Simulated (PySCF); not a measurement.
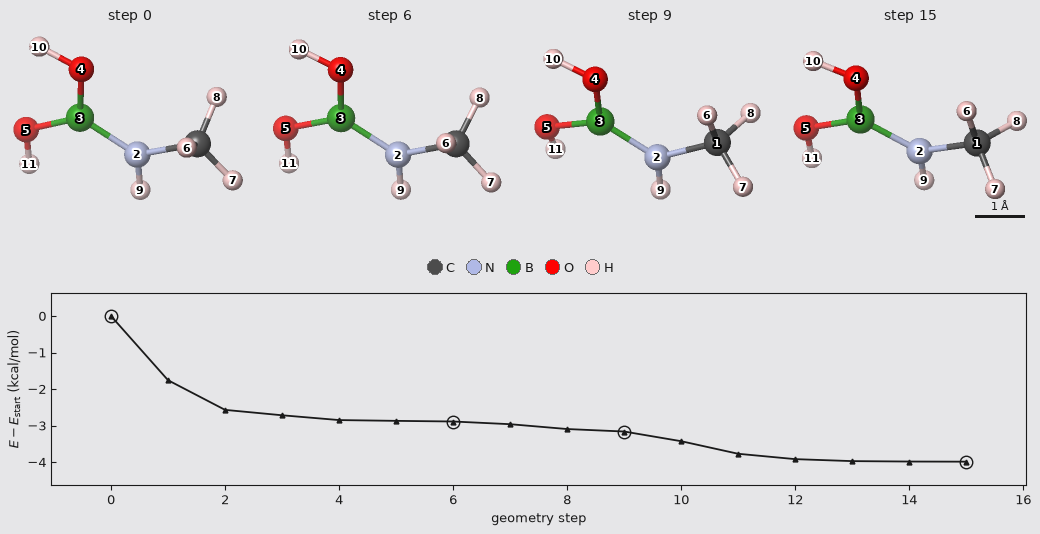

Frames of a relaxation of CH₆BNO₂, marked on the history of the run. A ball-and-stick model, seen from a free direction.

The start comes from GFN2-xTB. Its atoms were then displaced at random by about 0.01 Å.

All numbers below come from PBE0-D3(BJ)/def2-SVP geometry optimisation, gas phase in PySCF 2.14.0, density-fitted response routines. 

Q: What happens along the run?

A: Over 15 geometry steps the energy falls by 3.99 kcal/mol. H6 moves most after the best rigid fit: 0.80 Å. Largest moves by element: H 0.80 Å, O 0.29 Å, N 0.11 Å, C 0.07 Å, B 0.05 Å. Some distances before and after: C1–N2 1.484 → 1.439 Å, C1–H6 1.067 → 1.098 Å, O4–H10 0.992 → 0.961 Å, C1–H8 1.077 → 1.105 Å. Among the angles between lasting bonds that change: N2–C1–H7 108.6° → 112.4°, O4–B3–O5 121.0° → 117.7°, H6–C1–H8 110.5° → 107.5°. Groups turn about C1–N2 by about 55°. From step 0 to 6: H atoms move most (0.09 Å), energy −2.89 kcal/mol. From step 6 to 9: H6 moves most (0.61 Å), energy −0.27 kcal/mol. From step 9 to 15: H9 moves most (0.27 Å), energy −0.83 kcal/mol.

| step | E − E(0), kcal/mol |
| --- | --- |
| 0 | 0.00 |
| 1 | -1.76 |
| 2 | -2.57 |
| 3 | -2.72 |
| 4 | -2.85 |
| 5 | -2.87 |
| 6 | -2.89 |
| 7 | -2.96 |
| 8 | -3.09 |
| 9 | -3.16 |
| 10 | -3.43 |
| 11 | -3.77 |
| 12 | -3.92 |
| 13 | -3.97 |
| 14 | -3.98 |
| 15 | -3.99 |
